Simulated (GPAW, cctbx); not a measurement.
## How far are the atoms of Sn2B3Rh from free atoms?

Aim: compute the bonding part of the density of Sn2B3Rh, find which reflections carry it, and see how it biases an ordinary refinement.

The cell comes from substitution in a known structure type and wasn't matched to any measured phase. All numbers below are calculated.

## Step 1: Relax the structure

The density hangs on the geometry, so cell and atoms are relaxed first, with the symmetry held. The cutoff is set higher than for the density because stress converges slowly with plane waves.

Settings: GPAW 26.7.0, PBE, 670 eV, 5×5×5 k-points, Fermi–Dirac width 0.1 eV, BFGS to 0.03 eV/Å.

```text
cell
1.0
     2.455000000    1.417394911    3.832000000
    -2.455000000    1.417394911    3.832000000
     0.000000000   -2.834789822    3.832000000
Sn Rh B
2 1 3
Direct
0.377433333 0.377433333 0.377433333
0.622566667 0.622566667 0.622566667
0.000000000 0.000000000 0.000000000
0.000000000 0.000000000 0.500000000
0.500000000 0.000000000 0.000000000
0.000000000 0.500000000 0.000000000
```

```console
$ OMP_NUM_THREADS=1 mpirun -n 4 gpaw python run.py > gpaw.log
```

```text
BFGS:    0      -28.699846        0.460922
BFGS:    1      -28.711438        0.443720
BFGS:    2      -28.786940        0.497964
BFGS:    3      -28.805260        0.646301
...
BFGS:   13      -29.377755        0.227281
BFGS:   14      -29.386414        0.145274
BFGS:   15      -29.391121        0.018280
cell  4.5698 4.5698 4.5698  74.20 74.20 74.20
volume 86.314 A^3, largest force 0.012 eV/A, largest stress 0.20 GPa
```

After 15 steps the volume has changed by +7.9 % and the energy by -0.691 eV; the largest stress left is 0.20 GPa. It took 3.7 min on 4 cores of Arm Neoverse V1 (shared host), peak memory 1.2 GiB.

Relaxed structure: R-3m (no. 166), a = 5.5133 Å, b = 5.5133 Å, c = 9.8367 Å, α = 90.00°, β = 90.00°, γ = 120.00°.

```
atom  mult.    x    y       z
 Sn1      6  1/3  2/3  0.0223
 Rh1      3    0    0       0
  B1      9  5/6  2/3     1/6
```

## Step 2: The all-electron density

X-rays see the whole electron density, so the PAW density is rebuilt with its core regions. Subtracting spherical free atoms from the same code cancels the cores and leaves the deformation density Δρ, the part due to bonding.

Settings: PBE, 550 eV, 6×6×6 k-points, Fermi–Dirac width 0.1 eV; primitive cell of 6 atoms.

```console
$ OMP_NUM_THREADS=1 mpirun -n 4 gpaw python run.py > gpaw.log
```

```text
|iter:   1|       0s |  -31.154087 | +0.23 |       |
|iter:   2|       2s |  -30.465762 | -1.69 | -1.09 |
|iter:   3|       3s |  -29.505159 | -1.70 | -1.19 |
...
|iter:   9|      10s |  -29.323780c| -6.53 | -4.12c|
|iter:  10|      11s |  -29.323779c| -7.32 | -4.59c|
|iter:  11|      12s |  -29.323779c| -7.70c| -5.20c|
```

```text
grid (50, 50, 50)  electrons 160.000  moved by bonding 1.093 e
deformation density beyond 0.5 A of the nuclei: max 0.246, min -0.624 e/A^3
atom        x       y       z   Voronoi charge  moment
Sn1    0.3557  0.3557  0.3557      0.228       0.00
Sn2    0.6443  0.6443  0.6443      0.228       0.00
Rh3    0.0000  0.0000  0.0000      0.128       0.00
B 4    0.0000  0.0000  0.5000     -0.195       0.00
B 5    0.5000  1.0000  0.0000     -0.195       0.00
B 6    0.0000  0.5000  0.0000     -0.195       0.00
mean inner potential of superposed free atoms 21.909 V
total magnetic moment 0.000 muB
```

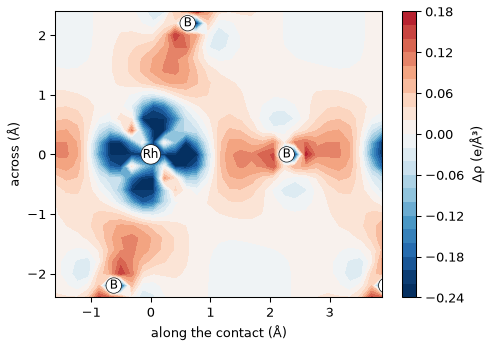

Deformation density in a plane through the shortest contact of the Rh atom at the origin; red gains electrons, blue loses them.

B gains most (-0.19 e) and Sn loses most (+0.23 e), which isn't the order of electronegativity: valence and coordination count too, and Voronoi cells cut space at the midplane whatever the atoms' sizes. Such charges fall far short of formal ones, since overlapping free atoms already put density on their neighbours. Along the shortest contact from the Rh atom at the map's origin, Rh–B at 2.28 Å, Δρ is +0.05 e/Å³ at the midpoint; the highest value on the line, +0.11, lies at the edge of the range, 0.5 Å from B, and is an atomic rather than a bond feature: a modest build-up. At the midpoints of other shortest contacts it is +0.03 (Sn–B, 2.45 Å), +0.02 (B–B, 2.76 Å), +0.07 (Sn–Sn, 2.84 Å) and +0.01 (Sn–Rh, 3.19 Å) e/Å³. Point values carry grid noise of about 0.01 e/Å³. The run needed 11 iterations, 19 s.

## Step 3: Structure factors

The Fourier components of Δρ, added to those of the free atoms, give the static X-ray structure factors; the Mott–Bethe relation turns them into the Fourier components V of the potential that fast electrons feel.

```text
static structure factors of the conventional cell: F in electrons, V (Mott-Bethe) in volts
   h  k  l      d  |F| table  |F| free   |F| DFT   change   |V| free  |V| DFT  change %
   1  0  1  4.2954    33.480    33.624    32.926   -0.697     0.398    0.626     57.2
   1  0 -2  3.4259    44.729    44.578    44.225   -0.353     0.665    0.739     11.0
   0  0  3  3.2789   323.448   323.376   322.026   -1.350     7.700    7.957      3.3
   1  1  0  2.7567   351.235   351.069   350.457   -0.612     9.272    9.354      0.9
   2  0 -1  2.3200    63.005    63.212    64.512    1.300     3.014    2.890     -4.1
   1  0  4  2.1862   108.981   109.092   109.123    0.030     3.057    3.055     -0.1
   2  0  2  2.1477    68.697    68.648    68.529   -0.119     3.195    3.205      0.3
   1  1  3  2.1100   318.152   317.976   317.032   -0.944     8.343    8.417      0.9
   1  0 -5  1.8190   140.428   140.361   139.500   -0.861     3.669    3.719      1.4
   2  1  1  1.7750    31.166    31.127    31.714    0.587     0.207    0.175    -15.8
   2  0 -4  1.7129    75.394    75.263    76.004    0.740     0.518    0.479     -7.4
   2  1 -2  1.6942    36.134    36.116    35.805   -0.311     0.593    0.608      2.7
   0  0  6  1.6395   247.005   246.948   246.012   -0.937     6.326    6.371      0.7
   3  0  0  1.5916   288.647   288.490   287.948   -0.542     5.897    5.921      0.4
```

The largest X-ray change is -1.35 e on 003, 0.4 % of |F|. For electrons V goes as (Z − F)/g², so a change of F counts against Z − F, which is small at low angle and wherever the atoms' terms cancel: |V| of 101 moves by +57.2 % (0.40 to 0.63 V) against -2.1 % in |F|. The last three rows still change by up to 0.94 e; the table stops while the angles are still low. The tabulated Hartree–Fock atoms differ from the free DFT atoms by up to 0.21 e, so the choice of reference atom matters too.

## Step 4: Which functional?

The same geometry is run with other functionals, to see whether the bonding signal is larger than the spread between approximations. Free atoms are LDA for LDA and PBE otherwise; meta-GGAs and hybrids keep PBE cores. Any other changed setting is in the row's label.

```
   run  ΔF 003 (e)  ΔF 2 0 -1 (e)  ΔF 113 (e)  q(B) (e)  moved (e)  time
   PBE      -1.350         +1.300      -0.944    -0.195      1.093  19 s
   LDA      -1.264         +1.304      -0.943    -0.181      1.059  18 s
r2SCAN      -1.272         +1.284      -0.960    -0.195      1.171  41 s
```

At the base's settings ΔF(003) spans -1.350 to -1.264 e, a spread of 6 % of the PBE value; over the three listed reflections the spread is at most 6 %, so sign and size hold across the functionals. Times are from shared hosts.

## Step 5: Refining ordinary atoms against data with bonding

Routine crystallography fits spherical atoms. To see the bias, intensities are simulated from tabulated atoms plus the DFT change ΔF, so that bonding alone can misfit (3938 reflections of the full sphere, merged to the counts below, to 0.45 Å, 1 % proportional noise plus counting noise, assumed isotropic U as listed, Δρ smeared by the mean U) and refined with cctbx over different ranges.

| range | data | R1 | GooF | U Sn1 (true 0.0054) | U Rh1 (true 0.0056) | U B1 (true 0.0106) | largest shift (Å) | Δρ max, min (e/Å³) |
| --- | --- | --- | --- | --- | --- | --- | --- | --- |
| all data | 394 | 0.0037 | 1.03 | 0.0054 | 0.0056 | 0.0108 | 0.0000 | 0.38, -0.37 |
| low resolution, d > 0.84 | 73 | 0.0036 | 1.35 | 0.0053 | 0.0055 | 0.0103 | 0.0002 | 0.23, -0.22 |
| high order, d < 0.75 | 299 | 0.0038 | 0.93 | 0.0054 | 0.0056 | 0.0109 | 0.0001 | 0.27, -0.19 |
| occupancies free, d > 0.7 | 115 | 0.0034 | 1.26 | 0.0054 | 0.0055 | 0.0105 | 0.0000 | 0.28, -0.25 |

With all data GooF is 1.03, diluted by the many high-angle data; the misfit shows at low resolution; the top residual peak lies 1.30 Å from Sn and 1.69 Å from B. No U is off by more than 3 s.u. at low resolution. With Sn1 held at 1 and the scale free, the other occupancies refine to Rh1 0.998(0.001) and B1 0.996(0.010), within three s.u. of full.

## Step 6: Answer

Bonding moves 1.09 e in the primitive cell of Sn2B3Rh and changes the structure factors of the conventional cell in the table above by at most 1.35 e (003, 0.4 %), and among reflections above 2 % of the strongest by up to 2.1 % (101). The shortest bond, Rh–B, has Δρ = +0.05 e/Å³ at its midpoint. At the base's settings ΔF(003) spans -1.350 to -1.264 e, a spread of 6 % of the PBE value; over the three listed reflections the spread is at most 6 %, so sign and size hold across the functionals. With all data GooF is 1.03, diluted by the many high-angle data. Limits: static density, frozen cores, no spin–orbit coupling.

[Outputs are excerpts: Python notices, other lines and further rows are left out; steps that failed or that the build refused (PBEsol, TPSS) are not shown.]

[Logs are printed without paths, hosts, clocks, repeated set-up lines and the standing remarks that a program may print on its own settings, such as how far it seeks lower states.]
